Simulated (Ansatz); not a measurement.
# C₂H₂F₂Ga (SMILES C=[C][Ga]([F])[F]) (doublet): what the fields show

Input

```
basis:
  gaussian:
    orbitals: def2-TZVPD
crystal:
  periodic: [false, false, false]
  atoms:
    - {symbol: C, position_ang: [0.851874, -1.294535, 0.160571]}
    - {symbol: C, position_ang: [-0.067688, -1.967232, -0.493855]}
    - {symbol: F, position_ang: [-1.020777, -4.318221, -2.441841]}
    - {symbol: F, position_ang: [-3.087405, -2.505820, -1.400053]}
    - {symbol: Ga, position_ang: [-1.379483, -2.920914, -1.437114]}
    - {symbol: H, position_ang: [1.385644, -0.428568, -0.286447]}
    - {symbol: H, position_ang: [1.149769, -1.552152, 1.199549]}
magnetization:
  spin_polarized: true
  initial_magnetization: 1
hamiltonian:
  xc: pbe0
output: {forces: true, orbitals: {seedname: orbitals}}
```

Run with:

```sh
ansatz run input.yaml --threads 2 --pin off --max-ram 4350MiB --events-out events.jsonl --progress --plain --runs-dir runs
```

Geometry: PBE-D3(BJ)/def2-SVP.

All numbers below come from isolated molecule in a Gaussian basis; Kohn-Sham density functional theory, functional PBE0 in Ansatz.

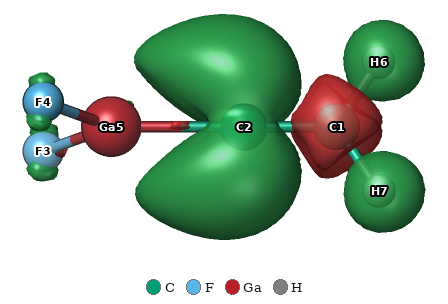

Figure 1. Isosurfaces of the spin density at +0.02 (green) and −0.02 e/Å³ (red), seen from one side.

Q: Describe the spin distribution.

A: The unpaired spin (1 electron) lies mostly on C2 (about 0.7) and Ga5 (about 0.2), in electrons by Hirshfeld's partition.

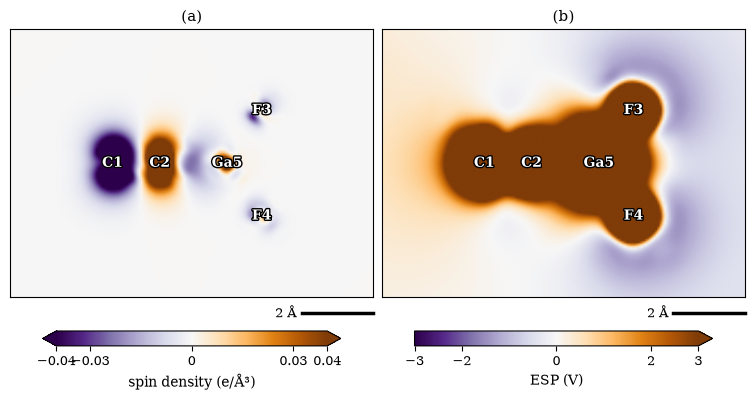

Figure 2. (a) spin density (α minus β); (b) electrostatic potential on the plane of atoms C2, Ga5 and F4.

Q: Describe what can be read from this map.

A:
- The section cuts through C, F and Ga sites.
- Outside the dense part of the molecule the potential is most negative (−1.4 V) near F3 and F4.

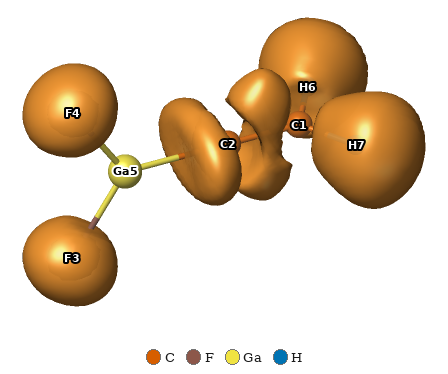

Figure 3. Isosurface of the electron localisation function at 0.75 (orange), seen at a tilt. Only the valence region is drawn (cores and ρ < 0.01 e/Å³ removed).

Q: Describe the localisation domains.

A: At this value the surface marks out one region between bonded C–C atoms (shared pairs), two regions around hydrogen nuclei, one lobe of the valence shell of C pointing towards Ga (polar bonds) and two regions wrapped around F (the valence shell of each).


C–C (1.31 Å): the ELF peaks at about 0.90 between the atoms: a multiple bond. Ga–F (1.76 Å): the ELF peaks at about 0.80 in the valence shell of F, 0.5 Å from its nucleus, and is about 0.20 at the midpoint.

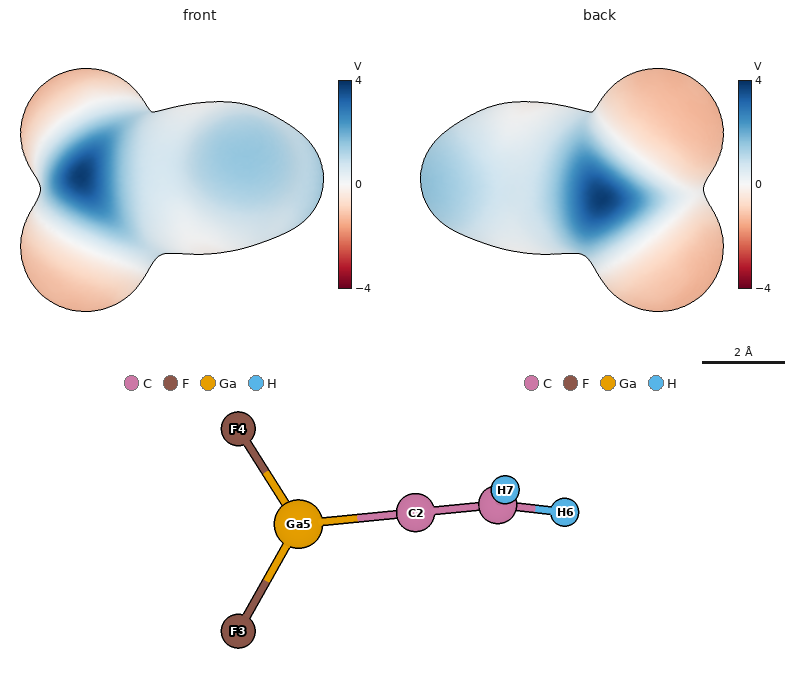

Figure 4. The molecular electrostatic potential painted on the density surface at 0.002 e/bohr³, seen from the front and from behind; the colour scale runs from red (negative) to blue (positive). The bare structure is drawn below in the same view.

Q: Where is the surface potential most negative and most positive?

A: The most negative region (about −1.3 V) lies over F3 and F4, the most positive (about +3.7 V) over Ga5.
